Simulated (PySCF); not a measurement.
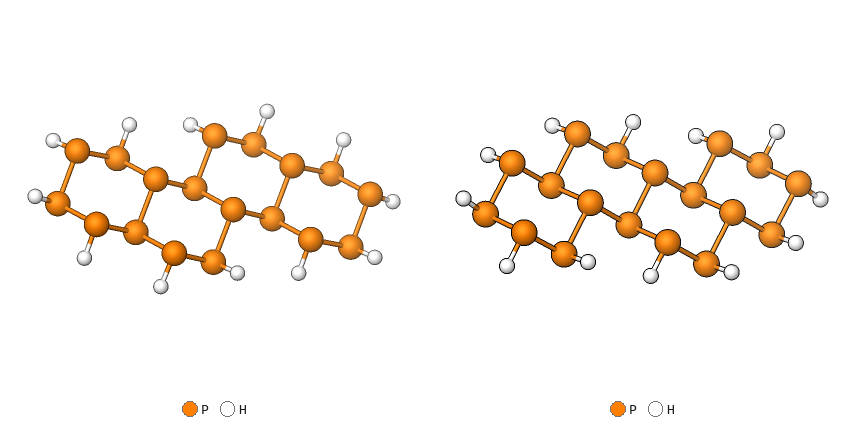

The same structure drawn twice, from different directions.

Computed geometry: GFN2-xTB optimisation. No frequency run is at hand to confirm it as a minimum.

Give the formula.

Answer. P₁₈H₁₂, 30 atoms: 18 phosphorus and 12 hydrogen.

Count the bonded pairs by element.

Answer. 21 P–P, 12 P–H. Sticks follow a distance rule.

Give the symmetry (Schoenflies symbol).

Answer. Ci.

The parts below concern this one geometry. Atoms keep their numbers from picture to picture.

### Geometry

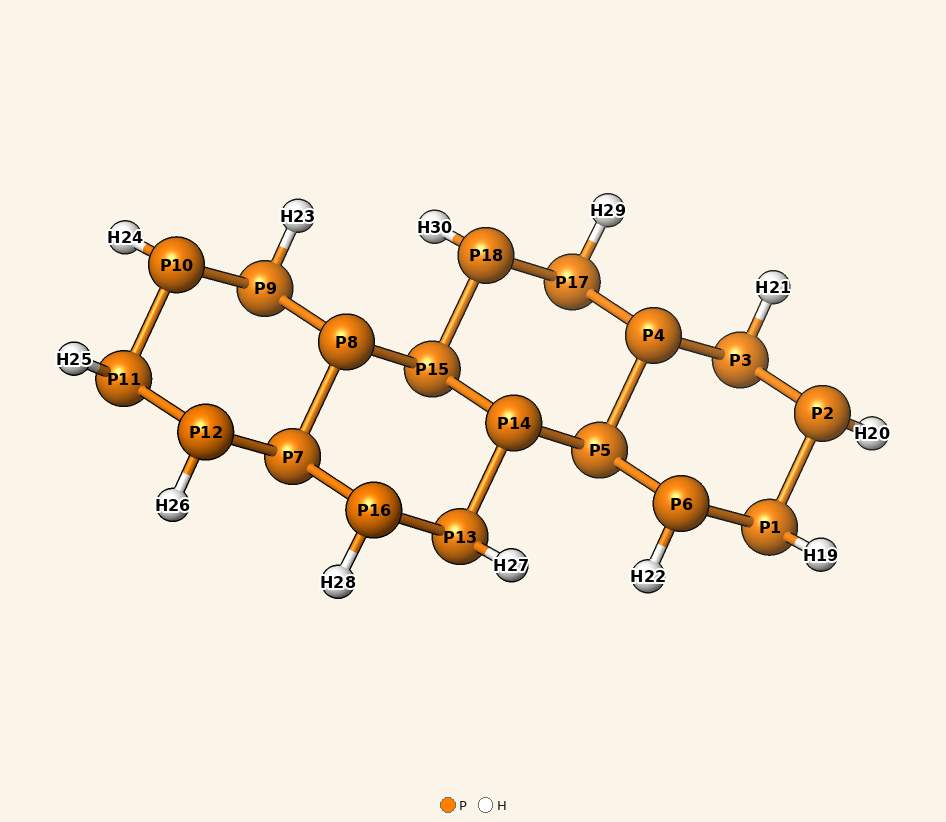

The atoms are numbered. No frequency run is at hand to confirm it as a minimum.

Estimate the angles P1–P2–P3, P1–P2–H20, P1–P6–H22, P2–P1–P6, P2–P1–H19, P2–P3–P4, P2–P3–H21, P3–P4–P17, P7–P16–H28, P13–P16–H28, P14–P13–P16, P16–P13–H27.

```csv
angle,degrees
P1–P2–P3,96.6
P1–P2–H20,92.2
P1–P6–H22,92.2
P2–P1–P6,97.5
P2–P1–H19,92.6
P2–P3–P4,95.9
P2–P3–H21,92.9
P3–P4–P17,95.1
P7–P16–H28,92.0
P13–P16–H28,93.2
P14–P13–P16,95.4
P16–P13–H27,92.5
```

### NMR shielding

The questions are on isotropic NMR shieldings of the P atoms. No frequency run is at hand to confirm it as a minimum. Method: GIAO KT3/pcSseg-1 NMR shielding, non-relativistic, gas phase (PySCF 2.14.0).

Which P atom is the most shielded (lowest chemical shift)?

Answer. P2, P11 (474.7 to 474.8 ppm).

Which P atom is the least shielded (highest chemical shift)?

Answer. P14, P15 (374.2 to 374.3 ppm).

How wide is the range of P shifts?

Answer. 100.6 ppm.

Give the isotropic NMR shieldings of the P atoms atom by atom.

```csv
atom,σ (ppm)
P1,471.4
P2,474.8
P3,455.5
P4,388.1
P5,376.8
P6,462.6
P7,388.0
P8,376.8
P9,462.6
P10,471.4
P11,474.7
P12,455.5
P13,459.1
P14,374.2
P15,374.3
P16,450.9
P17,450.8
P18,459.1
```

### Electronic properties

No frequency run is at hand to confirm it as a minimum. Properties computed with ωB97X-D/6-31G*, gas phase (PySCF 2.14.0). Excitations: vertical, linear response.

What is the lowest vertical singlet excitation?

Answer. 4.32 eV.

What is the mean static polarisability?

Answer. 434.9 bohr³.

Estimate the HOMO energy (Kohn–Sham orbital).

Answer. −8.02 eV.

What is the HOMO–LUMO gap?

Answer. 8.02 eV.

### Ring current

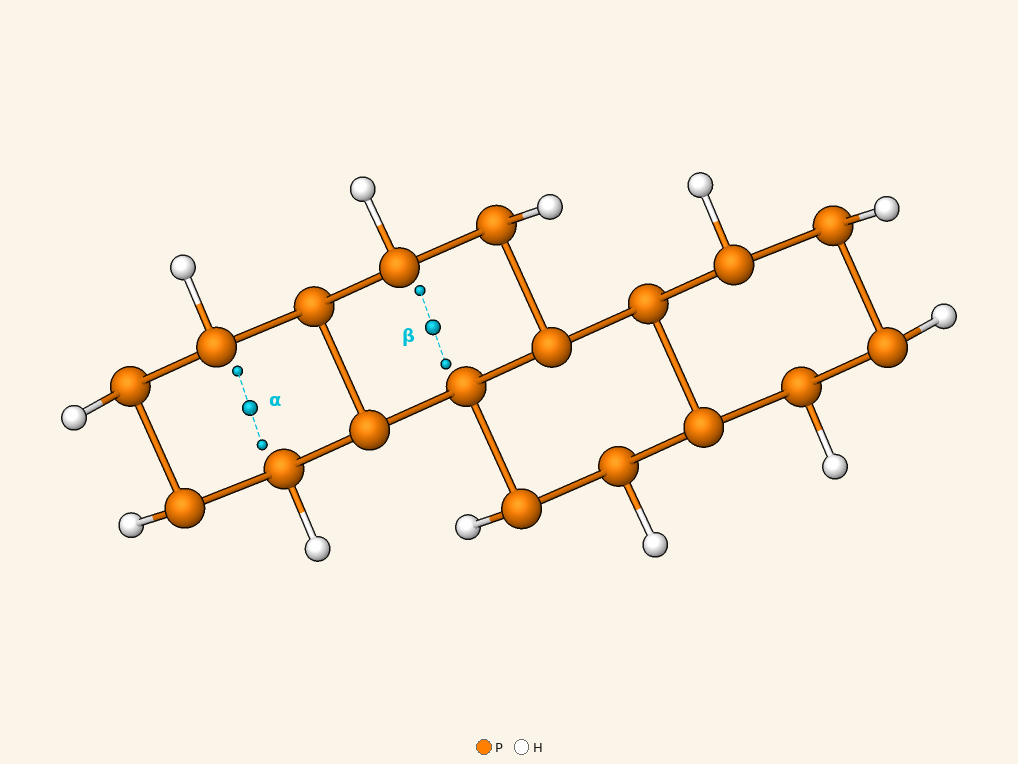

The small points mark where nucleus-independent chemical shifts (NICS) were computed: at the centre of each lettered ring and 1 Å above and below it. No frequency run is at hand to confirm it as a minimum. Level of theory: GIAO KT3/pcSseg-1 NMR shielding, non-relativistic, gas phase (PySCF 2.14.0).

Give NICS(0), NICS(1) and the out-of-plane component NICS(1)zz for each ring (means of the two sides).

```csv
ring,members,NICS(0),NICS(1),NICS(1)zz
α,P6,−5.7,−4.4,4.7
β,P6,−5.5,−4.4,5.9
```

Values in ppm.

What do the values say about the ring currents?

Answer. Ring α: weak, as in a non-aromatic ring. Ring β: weak, as in a non-aromatic ring. NICS is one index among several.

The geometry is semi-empirical. Around P such bond lengths and angles can be off by a tenth of an ångström or more and by several degrees, and values that hang on the shape move with them.
